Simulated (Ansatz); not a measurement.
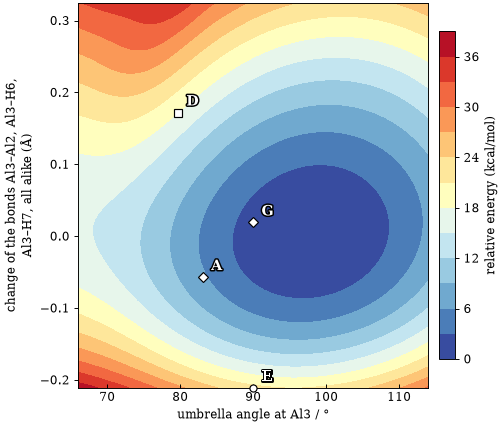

Al2H4N, SMILES [NH2][Al][AlH2], spin multiplicity 2. The first coordinate is: umbrella angle at Al3 (between each of its bonds and their common axis; 90 is planar); the second: change of the bonds Al3–Al2, Al3–H6, Al3–H7, all alike. Nothing is relaxed (all other coordinates rigid). The scan uses a 15 × 15 grid. Points are written as (first, second). All energies are given in kcal/mol relative to the relaxed molecule at the same level. The calculation used UKS PBE-D4/def2-SVP in Ansatz 0.2.0.

Drawn: filled contours, lettered points. Between grid points the surface is interpolated.

> Is D the lowest point of the computed grid?

No. D lies 17.8 kcal/mol above the lowest grid point, which is at (96.9°, −0.019 Å).

> What kind of point is each of A, D, G: minimum, saddle, maximum or slope?

A: on a slope; D: on a slope; G: on a slope. (In these two coordinates alone; a stationary point may lie a little off the grid point.)

> Rank the lettered points by energy, lowest first.

G (1.8 kcal/mol), A (6.4 kcal/mol), D (18.0 kcal/mol), E (21.8 kcal/mol).
